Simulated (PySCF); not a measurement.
# C3H5NO2: electronic excitations and core binding energies

Wanted: the electronic excitations and core binding energies of C3H5NO2 (`NC(=O)CC=O`), by calculation.

Computed with PySCF 2.14.0, with density-fitted response routines of our own, on a single molecule in the gas phase. Atoms count from 0, in the outputs and in this text.

### 1 The starting structure

11 atoms, charge 0, multiplicity 1; geometry from: GFN2-xTB.

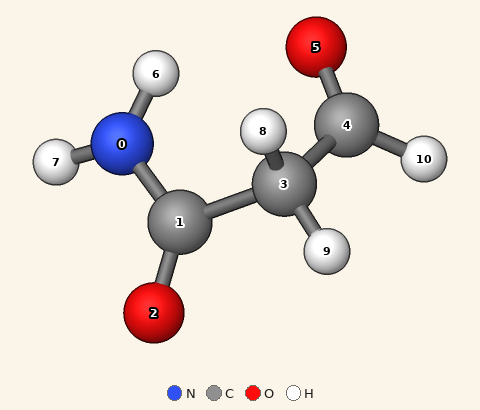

The starting geometry (nitrogen blue, carbon grey, oxygen red, hydrogen white), atoms numbered; sticks join atoms by distance.

### 2 Ultraviolet spectrum: PBE0/def2-SVPD

Job settings and geometry (Å):

```
{"job": {"kind": "uv", "xc": "PBE0", "basis": "def2-SVPD", "nstates": 8, "ntriplets": 3}, "charge": 0, "multiplicity": 1}
N      1.446488    -0.193179     0.575059
C      0.779731    -0.433959    -0.567718
O      1.145396    -1.183061    -1.438212
C     -0.512256     0.401277    -0.699278
C     -1.404550     0.165727     0.477023
O     -1.090362     0.383496     1.618790
H      0.978953     0.280399     1.335267
H      2.253335    -0.758163     0.785590
H     -0.198000     1.446918    -0.708242
H     -0.998702     0.151361    -1.639334
H     -2.394610    -0.258144     0.235091
```

Method: TDDFT PBE0/def2-SVPD, vertical, gas phase, core orbitals frozen in the response.

Started as:

```console
> OMP_NUM_THREADS=1 python probes_run.py task.json out
```

The driver reads the jobs from task.json and runs them one after another.

Standard output:

```text
coarse grid: 9592 points
cycle   1  E = -321.6946461588  dE =  1.043e+00  |g| = 1.027e+00  |ddm| = 4.286e+00
cycle   2  E = -320.8969687454  dE =  7.977e-01  |g| = 2.249e+00  |ddm| = 3.789e+00
cycle   3  E = -321.9034552177  dE = -1.006e+00  |g| = 1.778e-01  |ddm| = 2.912e+00
cycle   4  E = -321.9086348758  dE = -5.180e-03  |g| = 9.893e-02  |ddm| = 3.196e-01
cycle   5  E = -321.9103419325  dE = -1.707e-03  |g| = 4.076e-02  |ddm| = 1.268e-01
cycle   6  E = -321.9106788602  dE = -3.369e-04  |g| = 7.350e-03  |ddm| = 4.497e-02
cycle   7  E = -321.9106879455  dE = -9.085e-06  |g| = 2.970e-03  |ddm| = 1.112e-02
final grid: 93896 points
cycle   8  E = -321.9627277381  dE =  5.673e-06  |g| = 1.595e-02  |ddm| = 9.131e-02
cycle   9  E = -321.9625722007  dE =  1.555e-04  |g| = 3.248e-02  |ddm| = 4.324e-02
cycle  10  E = -321.9627766146  dE = -2.044e-04  |g| = 1.564e-03  |ddm| = 2.983e-02
cycle  11  E = -321.9627770829  dE = -4.683e-07  |g| = 1.698e-04  |ddm| = 2.069e-03
cycle  12  E = -321.9627770885  dE = -5.586e-09  |g| = 8.471e-05  |ddm| = 3.925e-04
cycle  13  E = -321.9627770899  dE = -1.387e-09  |g| = 3.379e-05  |ddm| = 1.262e-04
cycle  14  E = -321.9627770901  dE = -1.851e-10  |g| = 1.551e-05  |ddm| = 4.893e-05
converged SCF energy = -321.9627770901

Static polarisability (au): isotropic 51.142, principal 38.917 54.660 59.848

Singlet excitations
state   eV       nm        f      main configurations
  1   4.2496    291.8   0.00324   H-2->L 0.47, H->L 0.33, H-1->L 0.18
  2   5.0813    244.0   0.03629   H->L 0.57, H-1->L 0.23, H-2->L 0.12
  3   5.4710    226.6   0.00612   H-1->L 0.58, H-2->L 0.39
  4   6.0340    205.5   0.01170   H->L+1 0.74, H->L+2 0.12
  5   7.2520    171.0   0.00492   H-2->L+1 0.38, H->L+2 0.31, H->L+1 0.16
  6   7.4054    167.4   0.07232   H->L+2 0.49, H-1->L+1 0.29, H-2->L+1 0.14
  7   7.5843    163.5   0.06029   H-2->L+1 0.37, H-1->L+1 0.35, H-1->L+2 0.10
  8   7.8002    159.0   0.01725   H->L+3 0.53, H-1->L+2 0.22, H-2->L+2 0.11

Triplet excitations (Tamm-Dancoff, eV): 3.6295 4.6238 5.1209
```

Wall time 30 s (1 thread of Intel Xeon at 2.70GHz, shared host); peak memory 0.7 GiB.

Frontier orbitals and where they lie:

| orbital | eV | atoms |
| --- | --- | --- |
| HOMO−3 | -11.23 | C3 20 %, O5 19 %, O2 15 % |
| HOMO−2 | -8.38 | O5 38 %, N0 19 %, C4 10 % |
| HOMO−1 | -8.20 | O2 34 %, N0 31 %, O5 14 % |
| HOMO | -7.70 | O2 57 %, C3 11 %, O5 10 % |
| LUMO | -1.62 | C4 40 %, O5 31 %, C3 10 % |
| LUMO+1 | 0.32 | C1 26 %, O2 19 %, C4 12 % |
| LUMO+2 | 0.87 | C1 21 %, O2 11 %, H7 11 % |

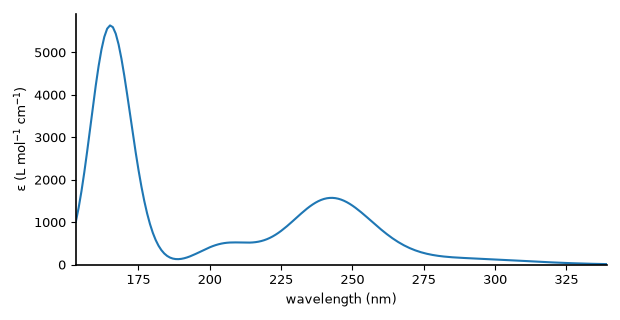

Absorption spectrum: each of the 8 states is a Gaussian band of 0.4 eV half-width at 1/e. Beyond the last state computed it falls off for lack of states.

Ground-state properties from the same run:

| property | computed |
| --- | --- |
| dipole moment (D) | 1.92 |
| polarisability (Å³) | 7.58 |
| HOMO–LUMO gap (eV) | 6.08 |
| −ε(HOMO) (eV) | 7.70 |

### 3 Core-electron binding energies: SCAN, X2C

Settings changed since step 2:

```diff
@@ -1,2 +1,2 @@
-{"job": {"kind": "uv", "xc": "PBE0", "basis": "def2-SVPD", "nstates": 8, "ntriplets": 3}, "charge": 0, "multiplicity": 1}
+{"job": {"kind": "xps"}, "charge": 0, "multiplicity": 1}
 N      1.446488    -0.193179     0.575059
```

Method: delta-SCF UKS SCAN, pcX-2 on the ionised atom, pcseg-1 elsewhere, spin-free X2C.

Standard output:

```text
ground state, core basis on atom 0 (N), 140 functions
  cycle   1  E = -322.34019388  |g| = 9.92e-01
  cycle   2  E = -321.23471149  |g| = 2.46e+00
  cycle   3  E = -322.51164229  |g| = 3.43e-01
  cycle   4  E = -322.53294609  |g| = 1.68e-01
  cycle   5  E = -322.53656323  |g| = 9.97e-02
  cycle   6  E = -322.53867628  |g| = 1.80e-02
  cycle   7  E = -322.53872839  |g| = 7.48e-03
  cycle   8  E = -322.53874135  |g| = 1.16e-03
  cycle   9  E = -322.53874313  |g| = 4.21e-04
  E(ground) = -322.55400192 Eh
hole in N 1s of atom 0
  cycle   1  E = -306.92503262  |g| = 1.86e+00
  cycle   2  E = -305.81598774  |g| = 2.36e+00
  cycle   3  E = -307.33381488  |g| = 8.37e-01
  cycle   4  E = -307.45044395  |g| = 6.49e-01
  cycle   5  E = -307.60976102  |g| = 1.09e-01
  cycle   6  E = -307.61450112  |g| = 4.90e-02
  cycle   7  E = -307.61535259  |g| = 2.69e-02
  cycle   8  E = -307.61561705  |g| = 7.56e-03
  cycle   9  E = -307.61564191  |g| = 2.34e-03
  cycle  10  E = -307.61564418  |g| = 7.45e-04
  cycle  11  E = -307.61564494  |g| = 2.83e-04
  E(ion) = -307.62943612 Eh   <S^2> = 0.7644   hole on atom = 1.000   binding energy = 406.118 eV
ground state, core basis on atom 1 (C), 140 functions
  cycle   1  E = -322.53306128  |g| = 5.76e-02
  cycle   2  E = -322.53305121  |g| = 1.67e-02
  cycle   3  E = -322.53304125  |g| = 1.80e-02
  cycle   4  E = -322.53311692  |g| = 3.13e-03
  cycle   5  E = -322.53311771  |g| = 1.08e-03
  cycle   6  E = -322.53311936  |g| = 2.80e-04
  E(ground) = -322.54999046 Eh
hole in C 1s of atom 1
  cycle   1  E = -311.17320196  |g| = 1.51e+00
  cycle   2  E = -308.50890249  |g| = 2.55e+00
  cycle   3  E = -309.21474885  |g| = 1.93e+00
  cycle   4  E = -311.43638796  |g| = 8.18e-01
  cycle   5  E = -311.55375197  |g| = 6.19e-01
  cycle   6  E = -311.71516203  |g| = 1.30e-01
  cycle   7  E = -311.72064190  |g| = 7.34e-02
  cycle   8  E = -311.72272733  |g| = 2.84e-02
  cycle   9  E = -311.72307873  |g| = 6.99e-03
  cycle  10  E = -311.72310261  |g| = 2.26e-03
  cycle  11  E = -311.72310592  |g| = 9.44e-04
  cycle  12  E = -311.72310654  |g| = 7.15e-04
  cycle  13  E = -311.72310752  |g| = 2.33e-04
  E(ion) = -311.73840775 Eh   <S^2> = 0.7773   hole on atom = 1.000   binding energy = 294.198 eV
ground state, core basis on atom 2 (O), 140 functions
  cycle   1  E = -322.55437866  |g| = 9.82e-02
  cycle   2  E = -322.55268554  |g| = 1.01e-01
  cycle   3  E = -322.55333179  |g| = 8.30e-02
  cycle   4  E = -322.55465845  |g| = 6.01e-03
  cycle   5  E = -322.55466502  |g| = 1.48e-03
  cycle   6  E = -322.55466615  |g| = 7.78e-04
  cycle   7  E = -322.55466540  |g| = 1.32e-04
  E(ground) = -322.56915337 Eh
hole in O 1s of atom 2
  cycle   1  E = -301.97607238  |g| = 2.22e+00
  cycle   2  E = -300.98219867  |g| = 2.40e+00
  cycle   3  E = -302.41944445  |g| = 9.09e-01
  cycle   4  E = -302.60252785  |g| = 7.05e-01
  cycle   5  E = -302.78202502  |g| = 2.38e-01
  cycle   6  E = -302.80424394  |g| = 8.80e-02
  cycle   7  E = -302.80737509  |g| = 3.38e-02
  cycle   8  E = -302.80791195  |g| = 8.46e-03
  cycle   9  E = -302.80794278  |g| = 3.58e-03
  cycle  10  E = -302.80794989  |g| = 1.04e-03
  cycle  11  E = -302.80795252  |g| = 5.63e-04
  cycle  12  E = -302.80795266  |g| = 2.32e-04
  E(ion) = -302.82402322 Eh   <S^2> = 0.7651   hole on atom = 1.000   binding energy = 537.292 eV
ground state, core basis on atom 3 (C), 140 functions
  cycle   1  E = -322.52579508  |g| = 8.62e-02
  cycle   2  E = -322.52132719  |g| = 1.63e-01
  cycle   3  E = -322.52644500  |g| = 3.06e-02
  cycle   4  E = -322.52661464  |g| = 1.15e-02
  cycle   5  E = -322.52664412  |g| = 2.04e-03
  cycle   6  E = -322.52664422  |g| = 9.24e-04
  cycle   7  E = -322.52664372  |g| = 2.29e-04
  E(ground) = -322.54451661 Eh
hole in C 1s of atom 3
  cycle   1  E = -311.25079628  |g| = 1.51e+00
  cycle   2  E = -309.94569677  |g| = 2.26e+00
  cycle   3  E = -311.54572067  |g| = 8.11e-01
  cycle   4  E = -311.69156877  |g| = 5.53e-01
  cycle   5  E = -311.80592317  |g| = 1.14e-01
  cycle   6  E = -311.80991377  |g| = 6.37e-02
  cycle   7  E = -311.81136641  |g| = 2.94e-02
  cycle   8  E = -311.81167182  |g| = 1.19e-02
  cycle   9  E = -311.81172992  |g| = 2.76e-03
  cycle  10  E = -311.81173351  |g| = 9.58e-04
  cycle  11  E = -311.81173590  |g| = 4.25e-04
  E(ion) = -311.82860069 Eh   <S^2> = 0.7683   hole on atom = 1.000   binding energy = 291.595 eV
ground state, core basis on atom 4 (C), 140 functions
  cycle   1  E = -322.53053642  |g| = 5.73e-02
  cycle   2  E = -322.53053524  |g| = 1.48e-02
  cycle   3  E = -322.53051110  |g| = 1.87e-02
  cycle   4  E = -322.53057638  |g| = 6.39e-03
  cycle   5  E = -322.53058553  |g| = 5.92e-04
  cycle   6  E = -322.53058451  |g| = 1.25e-04
  E(ground) = -322.54810390 Eh
hole in C 1s of atom 4
  cycle   1  E = -311.17293740  |g| = 1.50e+00
  cycle   2  E = -308.67517359  |g| = 2.48e+00
  cycle   3  E = -310.93349938  |g| = 1.28e+00
  cycle   4  E = -311.61302398  |g| = 5.52e-01
  cycle   5  E = -311.67133370  |g| = 3.80e-01
  cycle   6  E = -311.65524442  |g| = 3.64e-01
  cycle   7  E = -311.73403820  |g| = 5.31e-02
  cycle   8  E = -311.73085641  |g| = 9.63e-02
  cycle   9  E = -311.73394976  |g| = 5.98e-02
  cycle  10  E = -311.73555313  |g| = 3.05e-02
  cycle  11  E = -311.73596870  |g| = 1.32e-02
  cycle  12  E = -311.73606802  |g| = 3.33e-03
  cycle  13  E = -311.73606942  |g| = 2.61e-03
  cycle  14  E = -311.73607412  |g| = 1.22e-03
  cycle  15  E = -311.73607461  |g| = 7.29e-04
  cycle  16  E = -311.73607424  |g| = 1.27e-04
  E(ion) = -311.75217142 Eh   <S^2> = 1.0096   hole on atom = 1.000   binding energy = 293.772 eV
ground state, core basis on atom 5 (O), 140 functions
  cycle   1  E = -322.55356876  |g| = 9.58e-02
  cycle   2  E = -322.55262053  |g| = 7.74e-02
  cycle   3  E = -322.55237637  |g| = 8.58e-02
  cycle   4  E = -322.55375596  |g| = 9.05e-03
  cycle   5  E = -322.55377516  |g| = 1.34e-03
  cycle   6  E = -322.55377786  |g| = 6.43e-04
  cycle   7  E = -322.55377722  |g| = 1.42e-04
  E(ground) = -322.56877009 Eh
hole in O 1s of atom 5
  cycle   1  E = -301.92808775  |g| = 2.22e+00
  cycle   2  E = -300.05902750  |g| = 2.59e+00
  cycle   3  E = -301.81537566  |g| = 1.39e+00
  cycle   4  E = -302.69952621  |g| = 4.20e-01
  cycle   5  E = -302.70120102  |g| = 3.35e-01
  cycle   6  E = -302.75532378  |g| = 1.21e-01
  cycle   7  E = -302.76342344  |g| = 5.00e-02
  cycle   8  E = -302.76503853  |g| = 7.92e-03
  cycle   9  E = -302.76511920  |g| = 6.91e-03
  cycle  10  E = -302.76516741  |g| = 7.00e-03
  cycle  11  E = -302.76522834  |g| = 8.20e-03
  cycle  12  E = -302.76530751  |g| = 8.50e-03
  cycle  13  E = -302.76535236  |g| = 4.22e-03
  cycle  14  E = -302.76536263  |g| = 1.22e-03
  cycle  15  E = -302.76536350  |g| = 5.93e-04
  cycle  16  E = -302.76536323  |g| = 1.22e-04
  E(ion) = -302.78178362 Eh   <S^2> = 0.8468   hole on atom = 1.000   binding energy = 538.431 eV
```

It took 99 s on 1 thread of Intel Xeon at 2.70GHz, shared host; peak memory 0.44 GiB.

Binding energies by hole, beside the orbital energy of the ground state; the difference holds orbital relaxation and, for a density functional, its self-interaction error:

| hole | stands for | environment | ΔSCF (eV) | −ε (eV) | ⟨S²⟩ |
| --- | --- | --- | --- | --- | --- |
| N1s on N0 | N0 | amide-type nitrogen | 406.12 | 386.7 | 0.764 |
| C1s on C1 | C1 | amide carbonyl carbon | 294.20 | 276.8 | 0.777 |
| O1s on O2 | O2 | amide-type carbonyl oxygen | 537.29 | 516.0 | 0.765 |
| C1s on C3 | C3 | sp3 CH2 α to a carbonyl | 291.59 | 274.5 | 0.768 |
| C1s on C4 | C4 | aldehyde carbonyl carbon | 293.77 (doubtful) | 276.7 | 1.010 |
| O1s on O5 | O5 | aldehyde oxygen | 538.43 | 517.2 | 0.847 |

Doubtful: the ion did not converge, its hole moved, or its ⟨S²⟩ is well above 0.75.

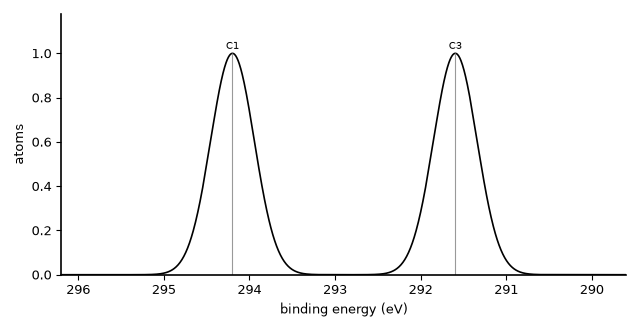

The C1s photoelectron lines, weighted by the number of atoms. Only 2 of the 3 C atoms are covered by sound results. Lines are broadened to a width of 0.60 eV (Gaussian).

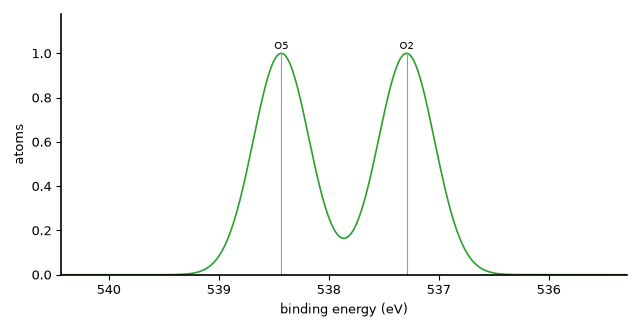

The O1s photoelectron lines, weighted by the number of atoms. Lines are broadened to a width of 0.60 eV (Gaussian).

### 4 Outcome

| quantity | value |
| --- | --- |
| lowest singlet (PBE0/def2-SVPD) | 4.25 eV (292 nm), f = 0.003 |
| brightest single state of those computed | state 6, 7.41 eV, f = 0.072 |
| lowest triplet | 3.63 eV |
| C1s binding energies, SCAN/pcX-2 (standing for 2 of 3 atoms) | C1 294.20, C3 291.59 eV |
| O1s binding energies, SCAN/pcX-2 | O5 538.43, O2 537.29 eV |
| N1s binding energies, SCAN/pcX-2 | N0 406.12 eV |

In words: The lowest singlet, at 4.25 eV, is HOMO−2→LUMO 0.47, HOMO→LUMO 0.33 and is weak; of the 8 states computed, the strongest absorption comes from state 6 at 7.41 eV. The lowest triplet lies 0.62 eV below the lowest singlet (triplets in Tamm-Dancoff, singlets in full TDDFT). The C1s levels kept as sound span 2.60 eV, from C3 (sp3 CH2 α to a carbonyl) up to C1 (amide carbonyl carbon). Only 2 of the 3 C atoms are covered by sound results. The O1s levels kept as sound span 1.14 eV, from O2 (amide-type carbonyl oxygen) up to O5 (aldehyde oxygen).
